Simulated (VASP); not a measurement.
Band structure of Ta (relaxed from the hcp structure, space group P6_3/mmc). Method: PBEsol GGA, VASP's PBE PAW potentials (set 64) (plane waves; VASP).

Unless said otherwise, spin-orbit coupling is left out, though it shifts the bands of the heavy elements here.

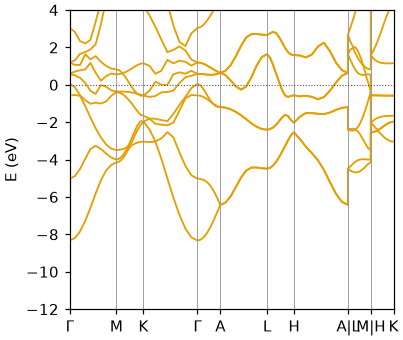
Fig. 1. Bands along high-symmetry lines, zero at the valence-band maximum or, without a gap, the Fermi level

Question: Read the plot: is there a gap, and where are the band edges?

Answer: It has no gap at this level: it comes out as a metal or semimetal. (Edges off the drawn lines would not show.)

The structure was generated: Ta was put into the hcp type (P6_3/mmc), which need not be its known phase. It was relaxed first.
